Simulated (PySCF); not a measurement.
Ga(Me)(NH2)2, CH₇GaN₂, SMILES [Ga]([NH2])([CH3])[NH2], CAM-B3LYP/def2-SVP optimised geometry. Atoms within 1.6 Å of the plane z = 1.5 Å (x, y, z in Å): Ga1 (-0.20, -0.01, 0.00), C2 (-1.24, -1.67, -0.01), H4 (-2.19, -1.56, 0.54), H5 (-0.68, -2.50, 0.44), N6 (-1.00, 1.62, 0.00), H7 (-2.00, 1.76, 0.00), H8 (-0.50, 2.50, -0.01), N9 (1.61, -0.01, 0.00), H10 (2.19, 0.82, -0.01), H11 (2.18, -0.86, 0.02).

Method: CAM-B3LYP/def2-TZVP run with PySCF.

Map of the electrostatic potential (hartree/e) on the plane z = 1.5 Å:

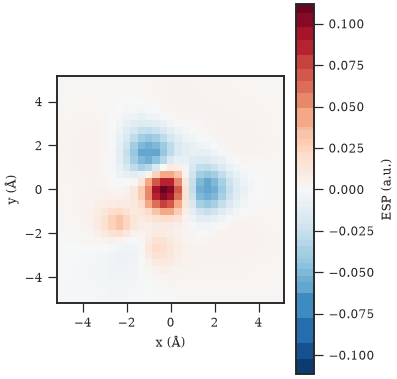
Electrostatic potential (hartree/e) on the plane z = 1.5 Å.
